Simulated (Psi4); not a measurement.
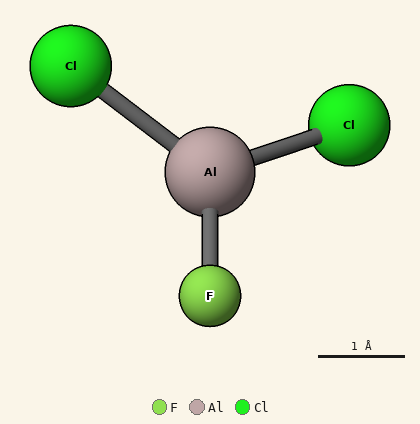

*The structure (ball-and-stick view, seen at a tilt). Sticks mark near contacts.*

Bond lengths as drawn: Al–Cl 2.06 Å and Al–F 1.63 Å.

**Run report: AlCl2F, single-point calculation**

System: AlCl2F, SMILES [F][Al]([Cl])[Cl].
Method: B2PLYP/cc-pV5Z, RKS (Psi4 1.11).

The geometry comes from this level: PBE0-D4/def2-TZVP.

The program's output
```
Psi4 1.11 release

   => Loading Basis Set <=

    Name: CC-PV5Z
    Role: ORBITAL
    Keyword: BASIS

         ---------------------------------------------------------
                                   SCF
                              RKS Reference
                        1 Threads,   1525 MiB Core
         ---------------------------------------------------------

  ==> Geometry <==

    Molecular point group: c1
    Full point group: C1

    Geometry (in Angstrom), charge = 0, multiplicity = 1:

       Center              X                  Y                   Z               Mass
    ------------   -----------------  -----------------  -----------------  -----------------
         F            0.099797972896     0.443193204136     1.920586789161    18.998403162730
         AL           0.017177972896     0.076503204136     0.331836789161    26.981538530000
         CL           1.235417972896    -1.408716795864    -0.425213210839    34.968852682000
         CL          -1.302892027104     1.108903204136    -0.874273210839    34.968852682000

  Running in c1 symmetry.

  Rotational constants: A =      0.15564  B =      0.07426  C =      0.05027 [cm^-1]
  Rotational constants: A =   4665.91417  B =   2226.32200  C =   1507.17809 [MHz]
  Nuclear repulsion =  244.295361750994289

  Charge       = 0
  Multiplicity = 1
  Electrons    = 56
  Nalpha       = 28
  Nbeta        = 28

  ==> Algorithm <==

  SCF Algorithm Type is DF.
  DIIS enabled.
  MOM disabled.
  Fractional occupation disabled.
  Guess Type is SAD.
  Energy threshold   = 1.00e-06
  Density threshold  = 1.00e-06
  Integral threshold = 1.00e-12

  ==> Primary Basis <==

  Basis Set: CC-PV5Z
    Blend: CC-PV5Z
    Number of shells: 90
    Number of basis functions: 376
    Number of Cartesian functions: 516
    Spherical Harmonics?: true
    Max angular momentum: 5

  ==> DFT Potential <==

   => LibXC <=

    Version 7.1.2

   => Composite Functional: B2PLYP <=

    B2PLYP Double Hybrid Exchange-Correlation Functional

    Deriv               =              1
    GGA                 =           TRUE
    Meta                =          FALSE

    Exchange Hybrid     =           TRUE
    MP2 Hybrid          =           TRUE

   => Exchange Functionals <=

    0.4700     XC_GGA_X_B88

   => Exact (HF) Exchange <=

    0.5300               HF

   => Correlation Functionals <=

    0.7300     XC_GGA_C_LYP

   => MP2 Correlation <=

    0.2700       MP2

   => LibXC Density Thresholds  <==

    XC_GGA_C_LYP:  1.00E-14
    XC_GGA_X_B88:  1.00E-15

   => Molecular Quadrature <=

    Radial Scheme          =       TREUTLER
    Pruning Scheme         =           NONE
    Nuclear Scheme         =       TREUTLER

    Blocking Scheme        =         OCTREE
    BS radius alpha        =              1
    Pruning alpha          =              1
    Radial Points          =             99
    Spherical Points       =            590
    Total Points           =         224968
    Total Blocks           =           1785
    Max Points             =            256
    Max Functions          =            353
    Weights Tolerance      =       1.00E-15

   => Loading Basis Set <=

    Name: (CC-PV5Z AUX)
    Role: JKFIT
    Keyword: DF_BASIS_SCF

  ==> Integral Setup <==

  DFHelper Memory: AOs need 0.726 GiB; user supplied 0.726 GiB.
  SCF_SUBTYPE=INCORE selected. In-core MEM_DF algorithm will be used.
  Using in-core AOs.

  ==> MemDFJK: Density-Fitted J/K Matrices <==

    J tasked:                   Yes
    K tasked:                   Yes
    wK tasked:                   No
    Memory [MiB]:               743
    Algorithm:                 Core
    Schwarz Cutoff:           1E-12
    Mask sparsity (%):       6.2755
    Fitting Condition:        1E-10

   => Auxiliary Basis Set <=

  Basis Set: (CC-PV5Z AUX)
    Blend: CC-PV5Z-JKFIT
    Number of shells: 161
    Number of basis functions: 689
    Number of Cartesian functions: 981
    Spherical Harmonics?: true
    Max angular momentum: 6

  Cached 20.0% of DFT collocation blocks in 0.316 [GiB].

  Minimum eigenvalue in the overlap matrix is 5.9973924105E-05.
  Reciprocal condition number of the overlap matrix is 9.6801787848E-06.
    Using symmetric orthogonalization.

  ==> Pre-Iterations <==

  SCF Guess: Superposition of Atomic Densities via on-the-fly atomic UHF (no occupation information).

   -------------------------
    Irrep   Nso     Nmo
   -------------------------
     A        376     376
   -------------------------
    Total     376     376
   -------------------------

  ==> Iterations <==

                           Total Energy        Delta E     RMS |[F,P]|

   @DF-RKS iter SAD: -1261.72567299153638   -1.26173e+03   0.00000e+00
   @DF-RKS iter   1: -1262.26789496990955   -5.42222e-01   1.61567e-03 DIIS/ADIIS
   @DF-RKS iter   2: -1262.26636492142779    1.53005e-03   1.63909e-03 DIIS/ADIIS
   @DF-RKS iter   3: -1262.36783387615628   -1.01469e-01   2.33100e-04 DIIS/ADIIS
   @DF-RKS iter   4: -1262.36986722995857   -2.03335e-03   2.20794e-05 DIIS
   @DF-RKS iter   5: -1262.36989040764206   -2.31777e-05   6.81364e-06 DIIS
   @DF-RKS iter   6: -1262.36989284268816   -2.43505e-06   1.68900e-06 DIIS
   @DF-RKS iter   7: -1262.36989306589157   -2.23203e-07   5.05479e-07 DIIS
  Energy and wave function converged.

  ==> Post-Iterations <==

   Electrons on quadrature grid:
      Ntotal   =   56.0000011522 ; deviation = 1.152e-06

    Orbital Energies [Eh]
    ---------------------

    Doubly Occupied:

       1A   -102.918064     2A   -102.918063     3A    -57.132001
       4A    -25.341619     5A     -9.927090     6A     -9.927087
       7A     -7.564902     8A     -7.564901     9A     -7.562807
      10A     -7.562805    11A     -7.562349    12A     -7.562348
      13A     -4.524125    14A     -2.982509    15A     -2.978204
      16A     -2.977734    17A     -1.337742    18A     -0.955047
      19A     -0.943688    20A     -0.583731    21A     -0.531008
      22A     -0.528426    23A     -0.500570    24A     -0.455576
      25A     -0.424029    26A     -0.421429    27A     -0.409618
      28A     -0.399944

    Virtual:

      29A     -0.017424    30A      0.005018    31A      0.060559
      32A      0.060752    33A      0.085375    34A      0.096152
      35A      0.128964    36A      0.142356    37A      0.153646
      38A      0.168036    39A      0.179726    40A      0.189001
      41A      0.207151    42A      0.220940    43A      0.247865
      44A      0.257672    45A      0.263396    46A      0.278424
      47A      0.324174    48A      0.345047    49A      0.347669
      50A      0.360071    51A      0.366651    52A      0.390804
      53A      0.412329    54A      0.414998    55A      0.432036
      56A      0.454194    57A      0.457733    58A      0.477419
      59A      0.480195    60A      0.501750    61A      0.517400
      62A      0.520350    63A      0.524578    64A      0.541260
      65A      0.547716    66A      0.571450    67A      0.621675
      68A      0.628936    69A      0.634436    70A      0.654600
      71A      0.695177    72A      0.705358    73A      0.724644
      74A      0.730772    75A      0.786868    76A      0.850189
      77A      0.870536    78A      0.882653    79A      1.006984
      80A      1.013203    81A      1.022841    82A      1.036611
      83A      1.052160    84A      1.057290    85A      1.068275
      86A      1.069773    87A      1.070646    88A      1.076053
      89A      1.091101    90A      1.103263    91A      1.142024
      92A      1.154859    93A      1.166214    94A      1.183553
      95A      1.192402    96A      1.198420    97A      1.222431
      98A      1.238134    99A      1.249567   100A      1.262342
     101A      1.282648   102A      1.293202   103A      1.310175
     104A      1.344735   105A      1.350957   106A      1.353998
     107A      1.378042   108A      1.389384   109A      1.396859
     110A      1.402693   111A      1.422859   112A      1.445400
     113A      1.447325   114A      1.464460   115A      1.466496
     116A      1.509282   117A      1.511472   118A      1.520400
     119A      1.562672   120A      1.592152   121A      1.597742
     122A      1.605797   123A      1.629245   124A      1.637015
     125A      1.694167   126A      1.702296   127A      1.758576
     128A      1.761666   129A      1.843026   130A      1.851138
     131A      1.930784   132A      1.975019   133A      2.051785
     134A      2.092853   135A      2.174089   136A      2.216987
     137A      2.250452   138A      2.267572   139A      2.334544
     140A      2.336254   141A      2.368531   142A      2.398598
     143A      2.418436   144A      2.429382   145A      2.439923
     146A      2.466467   147A      2.480102   148A      2.501867
     149A      2.509697   150A      2.513239   151A      2.515741
     152A      2.530879   153A      2.571559   154A      2.583593
     155A      2.629840   156A      2.638509   157A      2.661758
     158A      2.698373   159A      2.703051   160A      2.759326
     161A      2.763228   162A      2.766286   163A      2.800326
     164A      2.802956   165A      2.806673   166A      2.836778
     167A      2.859407   168A      2.887246   169A      2.920764
     170A      2.928300   171A      2.935974   172A      2.937340
     173A      2.959066   174A      2.992607   175A      3.013176
     176A      3.024221   177A      3.044348   178A      3.048592
     179A      3.048641   180A      3.076441   181A      3.089849
     182A      3.110653   183A      3.126778   184A      3.144214
     185A      3.163556   186A      3.204864   187A      3.247469
     188A      3.247722   189A      3.259789   190A      3.294272
     191A      3.326319   192A      3.361624   193A      3.387616
     194A      3.425580   195A      3.453203   196A      3.491164
     197A      3.529289   198A      3.603171   199A      3.605012
     200A      3.678113   201A      3.711429   202A      3.724288
     203A      3.732935   204A      3.761073   205A      3.804110
     206A      3.867843   207A      3.877772   208A      3.898731
     209A      3.907208   210A      3.945273   211A      3.963009
     212A      3.991512   213A      4.027070   214A      4.049180
     215A      4.080325   216A      4.142005   217A      4.179939
     218A      4.205013   219A      4.213968   220A      4.277220
     221A      4.321228   222A      4.388282   223A      4.405767
     224A      4.419868   225A      4.482870   226A      4.517955
     227A      4.535868   228A      4.645708   229A      4.661660
     230A      4.814754   231A      4.830056   232A      4.953354
     233A      4.970764   234A      5.087554   235A      5.452146
     236A      5.515130   237A      5.969590   238A      5.969979
     239A      5.975607   240A      5.976497   241A      5.976885
     242A      5.978130   243A      5.978539   244A      5.987064
     245A      5.992516   246A      6.031083   247A      6.040195
     248A      6.048075   249A      6.063315   250A      6.086274
     251A      6.090303   252A      6.097569   253A      6.100509
     254A      6.114530   255A      6.123448   256A      6.124035
     257A      6.130734   258A      6.133278   259A      6.138690
     260A      6.155886   261A      6.158542   262A      6.161367
     263A      6.162367   264A      6.175702   265A      6.262561
     266A      6.268270   267A      6.306878   268A      6.333767
     269A      6.377571   270A      6.520467   271A      6.529202
     272A      6.539529   273A      6.623400   274A      6.737374
     275A      6.740721   276A      6.748479   277A      6.751451
     278A      6.777997   279A      6.810414   280A      6.842428
     281A      6.895652   282A      6.895929   283A      6.906866
     284A      6.993180   285A      7.070783   286A      7.110152
     287A      7.148697   288A      7.203857   289A      7.247127
     290A      7.377331   291A      7.378414   292A      7.393419
     293A      7.400477   294A      7.547035   295A      7.594502
     296A      7.634964   297A      7.677706   298A      7.683385
     299A      7.767411   300A      7.805898   301A      7.806620
     302A      7.855888   303A      7.962584   304A      8.088947
     305A      8.138303   306A      9.195398   307A      9.204657
     308A      9.597580   309A      9.668921   310A      9.737639
     311A     10.019823   312A     10.165734   313A     10.192351
     314A     10.308449   315A     10.343435   316A     10.361305
     317A     10.373852   318A     10.524803   319A     10.549264
     320A     10.589848   321A     10.614109   322A     10.621831
     323A     10.753197   324A     10.765569   325A     10.817112
     326A     10.844676   327A     10.987189   328A     11.110745
     329A     11.357136   330A     11.633223   331A     13.809891
     332A     17.981157   333A     17.981801   334A     17.984764
     335A     17.986561   336A     17.990090   337A     17.990536
     338A     17.990566   339A     17.990675   340A     17.998395
     341A     18.017157   342A     18.020714   343A     19.061519
     344A     19.280607   345A     19.909857   346A     23.329944
     347A     23.330847   348A     23.398990   349A     23.409147
     350A     23.500386   351A     23.525069   352A     23.602580
     353A     23.662550   354A     23.683068   355A     24.908951
     356A     24.913793   357A     25.175248   358A     25.219183
     359A     25.421166   360A     25.484348   361A     25.535179
     362A     28.311953   363A     28.341736   364A     28.533772
     365A     28.619029   366A     28.791543   367A     32.259496
     368A     37.158503   369A     37.211352   370A     37.259881
     371A     37.327280   372A     37.852055   373A     37.862658
     374A     77.279403   375A     77.883404   376A     78.330356

    Final Occupation by Irrep:
              A
    DOCC [    28 ]
    NA   [    28 ]
    NB   [    28 ]

  @DF-RKS Final Energy: -1262.36989306589157

   => Energetics <=

    Nuclear Repulsion Energy =            244.2953617509942887
    One-Electron Energy =               -2235.1045952995546031
    Two-Electron Energy =                 769.3724227089629721
    DFT Exchange-Correlation Energy =     -40.9330822262942107
    Empirical Dispersion Energy =           0.0000000000000000
    VV10 Nonlocal Energy =                  0.0000000000000000
    Total Energy =                      -1262.3698930658915742

Computation Completed

Properties will be evaluated at   0.000000,   0.000000,   0.000000 [a0]

Properties computed using the SCF density matrix

 Multipole Moments:

 ------------------------------------------------------------------------------------
     Multipole            Electronic (a.u.)      Nuclear  (a.u.)        Total (a.u.)
 ------------------------------------------------------------------------------------

 L = 1.  Multiply by 2.5417464519 to convert [e a0] to [Debye]
 Dipole X            :          0.0388177           -0.0483080           -0.0094904
 Dipole Y            :          0.1729761           -0.2145795           -0.0416034
 Dipole Z            :          0.7505081           -0.9299528           -0.1794447
 Magnitude           :                                                    0.1844487

 ------------------------------------------------------------------------------------

	total time  =         76 seconds =       1.27 minutes

   => Loading Basis Set <=

    Name: (CC-PV5Z AUX)
    Role: RIFIT
    Keyword: DF_BASIS_MP2

	 --------------------------------------------------------
	                          DF-MP2
	      2nd-Order Density-Fitted Moller-Plesset Theory
	              RMP2 Wavefunction,   1 Threads

	 --------------------------------------------------------

   => Auxiliary Basis Set <=

  Basis Set: (CC-PV5Z AUX)
    Blend: CC-PV5Z-RI
    Number of shells: 183
    Number of basis functions: 883
    Number of Cartesian functions: 1292
    Spherical Harmonics?: true
    Max angular momentum: 6

	 --------------------------------------------------------
	                 NBF =   376, NAUX =   883
	 --------------------------------------------------------
	   CLASS    FOCC     OCC    AOCC    AVIR     VIR    FVIR
	   PAIRS      16      28      12     348     348       0
	 --------------------------------------------------------

	-----------------------------------------------------------
	 ==================> DF-MP2 Energies <====================
	-----------------------------------------------------------
	 Reference Energy          =   -1262.3698930658915742 [Eh]
	 Singles Energy            =      -0.0000000000000000 [Eh]
	 Same-Spin Energy          =      -0.2309112187299680 [Eh]
	 Opposite-Spin Energy      =      -0.7092336910273692 [Eh]
	 Correlation Energy        =      -0.9401449097573372 [Eh]
	 Total Energy              =   -1263.3100379756488110 [Eh]
	-----------------------------------------------------------
	 ================> DF-SCS-MP2 Energies <==================
	-----------------------------------------------------------
	 SCS Same-Spin Scale       =       0.3333333333333333 [-]
	 SCS Opposite-Spin Scale   =       1.2000000000000000 [-]
	 SCS Same-Spin Energy      =      -0.0769704062433227 [Eh]
	 SCS Opposite-Spin Energy  =      -0.8510804292328430 [Eh]
	 SCS Correlation Energy    =      -0.9280508354761656 [Eh]
	 SCS Total Energy          =   -1263.2979439013677165 [Eh]
	-----------------------------------------------------------

    B2PLYP Energy Summary
    ---------------------
    DFT Reference Energy                  = -1262.3698930658915742
    Scaled MP2 Correlation                =    -0.2538391256344811
    @Final double-hybrid DFT total energy = -1262.6237321915259599

	total time  =          8 seconds =       0.13 minutes

  Variable Map:
  ----------------------------------------------------------------------------
  "B2PLYP DOUBLE-HYBRID CORRECTION ENERGY" =>      -0.253839125634
  "B2PLYP TOTAL ENERGY"                    =>   -1262.623732191526
  "CURRENT ENERGY"                         =>   -1262.623732191526
  "CURRENT REFERENCE ENERGY"               =>   -1262.369893065892
  "DD SOLVATION ENERGY"                    =>       0.000000000000
  "DFT FUNCTIONAL TOTAL ENERGY"            =>   -1262.369893065892
  "DFT TOTAL ENERGY"                       =>   -1262.623732191526
  "DFT VV10 ENERGY"                        =>       0.000000000000
  "DFT XC ENERGY"                          =>     -40.933082226294
  "DOUBLE-HYBRID CORRECTION ENERGY"        =>      -0.253839125634
  "GRID ELECTRONS ALPHA"                   =>      28.000000576118
  "GRID ELECTRONS BETA"                    =>      28.000000576118
  "GRID ELECTRONS TOTAL"                   =>      56.000001152236
  "NUCLEAR REPULSION ENERGY"               =>     244.295361750994
  "ONE-ELECTRON ENERGY"                    =>   -2235.104595299555
  "PCM POLARIZATION ENERGY"                =>       0.000000000000
  "PE ENERGY"                              =>       0.000000000000
  "SCF ITERATION ENERGY"                   =>   -1262.369893065892
  "SCF ITERATIONS"                         =>       7.000000000000
  "SCF TOTAL ENERGY"                       =>   -1262.369893065892
  "TWO-ELECTRON ENERGY"                    =>     769.372422708963
  "XC GRID RADIAL POINTS"                  =>      99.000000000000
  "XC GRID SPHERICAL POINTS"               =>     590.000000000000
  "XC GRID TOTAL POINTS"                   =>  224968.000000000000

  Array Variable Map:
  ----------------------------------------------------------------------------
  "CURRENT DIPOLE"                         =>      -0.009490360330 ... -0.179444701782 1 by 3
  "SCF DIPOLE"                             =>      -0.009490360330 ... -0.179444701782 1 by 3
  "SCF TOTAL ENERGIES"                     =>   -1261.725672991536 ... -1262.369893065892 1 by 8

    Psi4 run time: 0:01:24.56
```

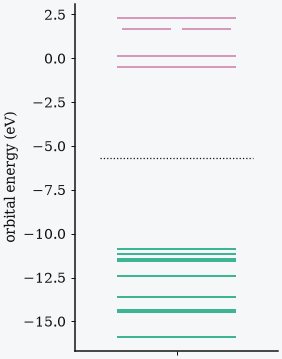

*Orbital energies near the frontier; the dotted line parts filled from empty levels, and levels within 0.02 eV of each other stand side by side.*

Highest filled −10.88 eV, lowest empty −0.47 eV, 10.41 eV apart.

The run was set up as follows.

Input file (input.inp)
```
memory 1600 mb

molecule {
  F      0.087420     0.388220     1.682350
  Al     0.004800     0.021530     0.093600
  Cl     1.223040    -1.463690    -0.663450
  Cl    -1.315270     1.053930    -1.112510
  symmetry c1
}

set {
  basis cc-pV5Z
  puream true
  scf_type df
  dft_radial_points 99
  dft_spherical_points 590
  num_frozen_docc 16
}

energy("b2plyp")
print_variables()
```

Launched with:
```bash
psi4 -i input.inp -o input.out -n 1
```

Key numbers

| quantity | value |
| --- | --- |
| outcome | converged |
| total energy | −1262.623732 hartree |
| SCF energy | −1262.369893 hartree |
| basis functions | 376 |
| HOMO | −10.88 eV |
| LUMO | −0.47 eV |
| hardware | 1 thread of Intel Xeon @ 2.70GHz, 189 GiB of memory available, shared host |
| wall time | 87 s |
| peak memory | 1.6 GiB |
